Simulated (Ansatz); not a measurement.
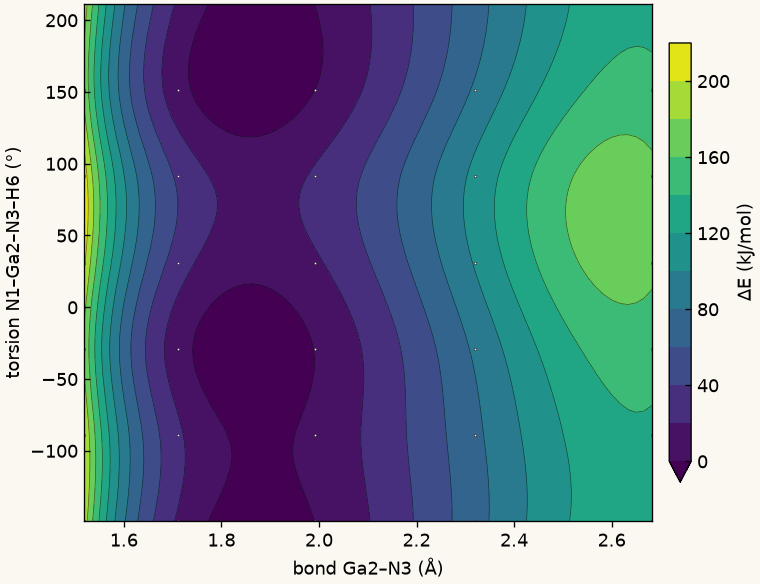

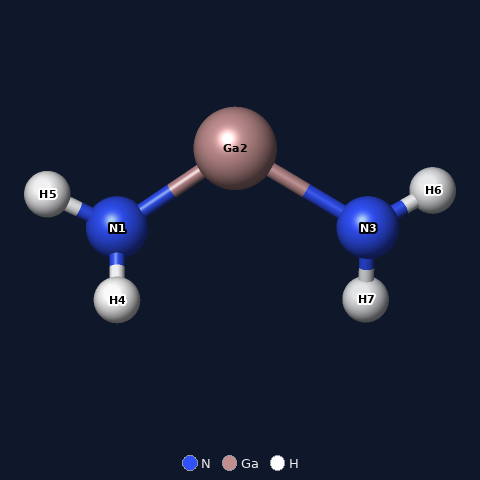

Energy landscape of GaH₄N₂, SMILES [NH2][Ga][NH2], spin multiplicity 2. Two internal coordinates are moved rigidly from the geometry relaxed at PBE0-D4/def2-TZVP, all others fixed. Coordinates scanned: (1) bond Ga2–N3; (2) torsion N1–Ga2–N3–H6. The scan uses a 5 × 6 grid. Points are written as (first, second). All energies are given in kJ/mol relative to the lowest grid point. The calculation used Ansatz, UKS r2SCAN-D4/def2-TZVPP.

The picture shows filled contours, dots at the grid points. Between grid points the surface is interpolated. The second picture is the structure at the lowest point.

Q: Describe this landscape.

A: The lowest grid point is at (1.991 Å, 151°). The bottom of the well lies between grid points, at about (1.848 Å, 170°), about 16 kJ/mol lower on the interpolated surface. A higher local minimum lies near (1.991 Å, −29°) (0.42 kJ/mol above the lowest at that grid point). The highest grid point, (1.518 Å, 91°), lies 212 kJ/mol above the lowest. On the interpolated surface the easiest way out of the lowest well to the well at about (1.85 Å, −35°) passes a barrier of about 13 kJ/mol, counted from the interpolated bottom of the well. Round the minimum the two coordinates are weakly coupled (coupling −0.09 in units of the two stiffnesses).

The values on the grid:

```tsv
torsion N1–Ga2–N3–H6 ↓, bond Ga2–N3 →	1.518	1.710	1.991	2.320	2.683
151	177	8	0	83	147
91	212	37	22	105	164
31	204	31	17	102	164
−29	178	9	0	84	149
−89	200	24	5	75	137
−149	192	18	0	72	135
```
